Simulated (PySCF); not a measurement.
# C2H9AlSi: NMR shifts at several levels of theory, part 2 of 2

PySCF 2.14.0. Atoms count from 0. Earlier steps stand in the parts before.

### Step 9. Shielding tensors: LC-wPBE/pcSseg-2

What the job is given:

```
{"job": {"kind": "nmr", "xc": "LC-wPBE", "basis": "pcSseg-2", "pop": false}, "charge": 0, "multiplicity": 1}
Al     2.366631     0.981115     0.192643
C      0.472293     0.640329    -0.215073
C     -0.177501    -0.579098     0.456991
Si    -1.989453    -0.816314    -0.020225
H      3.175915     0.008137     1.162649
H      3.101846     2.238711    -0.454750
H     -0.088218     1.564609     0.028704
H      0.385127     0.569941    -1.317700
H      0.365017    -1.507611     0.206225
H     -0.122169    -0.502390     1.557185
H     -2.587571    -2.018547     0.642671
H     -2.785849     0.388631     0.375021
H     -2.110303    -0.984175    -1.503337
```

Level: GIAO LC-wPBE/pcSseg-2 NMR shielding, non-relativistic, gas phase.

Log:

```text
coarse grid: 11000 points
cycle   1  E = -613.3178258775  dE = -1.363e-01  |g| = 2.933e-01  |ddm| = 2.391e+00
cycle   2  E = -613.3405363212  dE = -2.271e-02  |g| = 1.544e-01  |ddm| = 4.149e-01
cycle   3  E = -613.3456424285  dE = -5.106e-03  |g| = 4.545e-02  |ddm| = 1.290e-01
cycle   4  E = -613.3463227099  dE = -6.803e-04  |g| = 1.047e-02  |ddm| = 7.311e-02
cycle   5  E = -613.3463478726  dE = -2.516e-05  |g| = 2.054e-03  |ddm| = 1.232e-02
cycle   6  E = -613.3463500772  dE = -2.205e-06  |g| = 3.711e-04  |ddm| = 5.684e-03
final grid: 94584 points
cycle   7  E = -613.3607718834  dE = -9.001e-05  |g| = 6.433e-03  |ddm| = 2.830e-02
cycle   8  E = -613.3607743682  dE = -2.485e-06  |g| = 3.958e-03  |ddm| = 4.481e-03
cycle   9  E = -613.3607765978  dE = -2.230e-06  |g| = 4.466e-04  |ddm| = 2.117e-03
cycle  10  E = -613.3607766372  dE = -3.936e-08  |g| = 1.780e-04  |ddm| = 4.175e-04
cycle  11  E = -613.3607766463  dE = -9.059e-09  |g| = 2.017e-05  |ddm| = 1.859e-04
cycle  12  E = -613.3607766467  dE = -4.183e-10  |g| = 4.496e-06  |ddm| = 7.293e-05
converged SCF energy = -613.3607766467

GIAO shielding tensors (ppm)
atom      isotropic    diamagn.    paramagn.     s11        s22        s33       span
  0 Al     268.227     791.863    -523.635    184.570    261.689    358.424    173.854
  1 C      180.119     244.236     -64.117    155.288    191.921    193.148     37.859
  2 C      185.912     240.653     -54.741    174.945    186.700    196.092     21.147
  3 Si     405.047     876.708    -471.661    373.649    377.352    464.141     90.492
  4 H       26.125      27.951      -1.826     24.279     24.636     29.462      5.183
  5 H       26.178      28.086      -1.908     24.110     24.231     30.193      6.083
  6 H       31.016      31.050      -0.034     26.273     29.959     36.816     10.543
  7 H       31.055      31.120      -0.065     26.301     30.012     36.852     10.551
  8 H       30.519      30.458       0.061     25.625     28.959     36.971     11.346
  9 H       30.532      30.371       0.161     25.672     28.946     36.978     11.306
 10 H       27.343      28.091      -0.747     24.077     25.145     32.808      8.731
 11 H       27.592      28.509      -0.917     24.798     25.846     32.132      7.334
 12 H       27.599      28.543      -0.944     24.807     25.867     32.123      7.316
```

It took 49 s on 1 thread of Arm Neoverse V2, shared host; peak memory 1.1 GiB.

Key values: δ C1 8.2, C2 2.4, Al0 216.7, Si3 -58.4, H4 5.17, H10 3.81 ppm (means over like atoms).

### Step 10. Shielding tensors: PBE0/6-31G

Settings changed since step 9:

```diff
@@ -1,2 +1,2 @@
-{"job": {"kind": "nmr", "xc": "LC-wPBE", "basis": "pcSseg-2", "pop": false}, "charge": 0, "multiplicity": 1}
+{"job": {"kind": "nmr", "xc": "PBE0", "basis": "6-31G", "pop": true}, "charge": 0, "multiplicity": 1}
 Al     2.366631     0.981115     0.192643
```

Method: GIAO PBE0/6-31G NMR shielding, non-relativistic, gas phase.

Log:

```text
coarse grid: 11000 points
cycle   1  E = -613.0805690940  dE = -9.626e-02  |g| = 3.683e-01  |ddm| = 2.890e+00
cycle   2  E = -613.0595144675  dE =  2.105e-02  |g| = 4.550e-01  |ddm| = 8.220e-01
cycle   3  E = -613.1190686769  dE = -5.955e-02  |g| = 2.727e-02  |ddm| = 5.048e-01
cycle   4  E = -613.1193500887  dE = -2.814e-04  |g| = 4.522e-03  |ddm| = 5.243e-02
cycle   5  E = -613.1193592340  dE = -9.145e-06  |g| = 7.414e-04  |ddm| = 9.697e-03
final grid: 94584 points
cycle   6  E = -613.0718035279  dE = -4.566e-06  |g| = 5.584e-03  |ddm| = 1.286e-02
cycle   7  E = -613.0717970356  dE =  6.492e-06  |g| = 7.358e-03  |ddm| = 1.310e-02
cycle   8  E = -613.0718123373  dE = -1.530e-05  |g| = 1.410e-04  |ddm| = 7.559e-03
cycle   9  E = -613.0718123442  dE = -6.916e-09  |g| = 5.648e-05  |ddm| = 2.962e-04
cycle  10  E = -613.0718123450  dE = -8.376e-10  |g| = 1.737e-05  |ddm| = 7.133e-05
converged SCF energy = -613.0718123450

GIAO shielding tensors (ppm)
atom      isotropic    diamagn.    paramagn.     s11        s22        s33       span
  0 Al     319.577     795.624    -476.047    218.346    308.060    432.324    213.979
  1 C      182.897     245.645     -62.747    157.582    193.737    197.373     39.791
  2 C      194.834     246.093     -51.259    187.350    188.548    208.605     21.254
  3 Si     483.262     881.099    -397.837    455.725    457.807    536.255     80.530
  4 H       25.903      28.798      -2.895     23.402     25.442     28.865      5.463
  5 H       25.940      28.621      -2.681     23.208     25.205     29.408      6.200
  6 H       31.990      30.220       1.770     26.709     31.365     37.896     11.187
  7 H       32.044      30.190       1.854     26.740     31.436     37.956     11.215
  8 H       31.475      30.271       1.204     25.643     30.364     38.417     12.774
  9 H       31.493      30.282       1.211     25.711     30.356     38.412     12.701
 10 H       28.794      28.887      -0.092     25.038     26.499     34.847      9.809
 11 H       29.059      29.219      -0.160     25.868     27.259     34.049      8.181
 12 H       29.065      29.215      -0.150     25.878     27.280     34.038      8.160
```

It took 4.2 s on 1 thread of Arm Neoverse V2, shared host; peak memory 0.43 GiB.

In short: δ C1 16.6, C2 4.7, Al0 223.0, Si3 -38.5, H4 6.69, H10 3.64 ppm (means over like atoms).

### Step 11. Shielding tensors: PBE0/STO-3G

Settings changed since step 10:

```diff
@@ -1,2 +1,2 @@
-{"job": {"kind": "nmr", "xc": "PBE0", "basis": "6-31G", "pop": true}, "charge": 0, "multiplicity": 1}
+{"job": {"kind": "nmr", "xc": "PBE0", "basis": "STO-3G", "pop": true}, "charge": 0, "multiplicity": 1}
 Al     2.366631     0.981115     0.192643
```

Level: GIAO PBE0/STO-3G NMR shielding, non-relativistic, gas phase.

Log:

```text
coarse grid: 11000 points
cycle   1  E = -605.9839911493  dE = -5.091e-01  |g| = 3.423e-01  |ddm| = 3.934e+00
cycle   2  E = -605.9933316825  dE = -9.341e-03  |g| = 3.045e-01  |ddm| = 9.255e-01
cycle   3  E = -606.0230486770  dE = -2.972e-02  |g| = 2.426e-02  |ddm| = 4.467e-01
cycle   4  E = -606.0232650553  dE = -2.164e-04  |g| = 3.678e-03  |ddm| = 4.524e-02
cycle   5  E = -606.0232702564  dE = -5.201e-06  |g| = 6.044e-04  |ddm| = 6.565e-03
final grid: 94584 points
cycle   6  E = -605.9912520413  dE = -2.428e-06  |g| = 3.131e-03  |ddm| = 9.812e-03
cycle   7  E = -605.9912521469  dE = -1.056e-07  |g| = 3.097e-03  |ddm| = 8.743e-03
cycle   8  E = -605.9912552442  dE = -3.097e-06  |g| = 6.313e-05  |ddm| = 4.365e-03
cycle   9  E = -605.9912552458  dE = -1.595e-09  |g| = 1.328e-05  |ddm| = 1.295e-04
cycle  10  E = -605.9912552459  dE = -5.377e-11  |g| = 3.743e-06  |ddm| = 2.206e-05
converged SCF energy = -605.9912552459

GIAO shielding tensors (ppm)
atom      isotropic    diamagn.    paramagn.     s11        s22        s33       span
  0 Al     291.026     781.524    -490.498    187.599    240.226    445.253    257.653
  1 C      221.800     246.164     -24.364    207.086    225.448    232.866     25.780
  2 C      226.719     245.193     -18.474    216.713    222.443    241.002     24.290
  3 Si     579.598     868.692    -289.094    554.879    563.618    620.297     65.418
  4 H       29.486      31.254      -1.768     27.815     28.033     32.609      4.793
  5 H       29.511      30.583      -1.072     27.316     28.297     32.920      5.605
  6 H       32.761      32.657       0.105     27.014     31.208     40.062     13.048
  7 H       32.789      32.859      -0.070     27.022     31.259     40.087     13.066
  8 H       32.495      32.415       0.081     26.496     30.317     40.673     14.178
  9 H       32.507      32.212       0.295     26.542     30.303     40.676     14.134
 10 H       30.882      30.156       0.726     27.110     28.049     37.487     10.377
 11 H       30.961      31.335      -0.374     27.087     28.826     36.970      9.883
 12 H       30.964      31.476      -0.512     27.084     28.847     36.961      9.878
```

It took 2.3 s on 1 thread of Arm Neoverse V2, shared host; peak memory 0.43 GiB.

Key values: δ C1 12.9, C2 8.0, Al0 184.0, Si3 -62.0, H4 3.11, H10 1.67 ppm (means over like atoms).

### Step 12. Run by run: NMR shifts

Shifts (ppm) of some atoms, chosen among heavy atoms and hydrogens apart, means over like atoms, with basis size and wall time:

```
               run    C1   C2    H4   H10    H8    Al0    Si3  functions   time
     PBE0/pcSseg-2  12.5  5.5  5.41  3.88  0.95  221.2  -60.4        284   30 s
 mPW1PW91/pcSseg-2  12.1  5.6  5.35  3.85  0.94  217.6  -59.9        284   30 s
     WP04/pcSseg-2  10.4  8.3  4.31  3.33  0.77  179.8  -55.2        284   32 s
    B97-2/pcSseg-2  11.8  6.2  5.23  3.81  0.93  208.8  -58.7        284   31 s
BHandHLYP/pcSseg-2  10.7  5.6  5.10  3.74  0.78  208.7  -57.7        284   29 s
CAM-B3LYP/pcSseg-2  12.2  5.5  5.31  3.83  0.85  229.1  -61.9        284   44 s
  wB97X-D/pcSseg-2  11.1  4.8  5.28  3.86  0.86  217.8  -59.9        284   43 s
  LC-wPBE/pcSseg-2   8.2  2.4  5.17  3.81  0.79  216.7  -58.4        284   49 s
        PBE0/6-31G  16.6  4.7  6.69  3.64  1.13  223.0  -38.5         62  4.2 s
       PBE0/STO-3G  12.9  8.0  3.11  1.67  0.10  184.0  -62.0         37  2.3 s
```

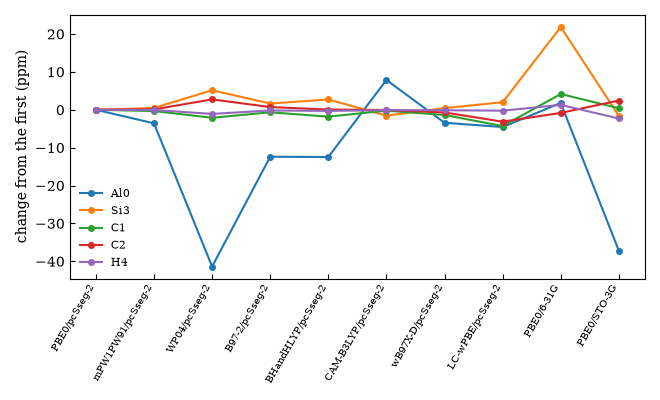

How five of the tabulated atoms move from run to run.

### Step 13. Outcome

This closing draws on all 2 parts.

```
                                                              quantity                                             value
                                13C shifts against TMS (PBE0/pcSseg-2)                                     12.5, 5.5 ppm
1H shifts against TMS (PBE0/pcSseg-2, means over atoms taken as alike)                        5.41, 3.88, 0.95, 0.44 ppm
                             27Al shifts against AlH4- (PBE0/pcSseg-2)                                         221.2 ppm
                               29Si shifts against TMS (PBE0/pcSseg-2)                                         -60.4 ppm
                       range of the shift of Al0 (minimal bases aside)                                179.8 to 229.1 ppm
                                         property runs in this session  10, of which 0 failed and 1 gave unsound results
```

Single values in the summary come from the first sound run of each kind (PBE0/pcSseg-2), which need not be the best level. At PBE0/pcSseg-2: The largest span, 181 ppm, is at Al0, where the paramagnetic term is -528 ppm. Leaving out the minimal-basis runs, which are unusable for shieldings: In ppm, Al0 moves most: its shift spreads over 49.2 ppm, from 179.8 (WP04/pcSseg-2) to 229.1 (CAM-B3LYP/pcSseg-2).
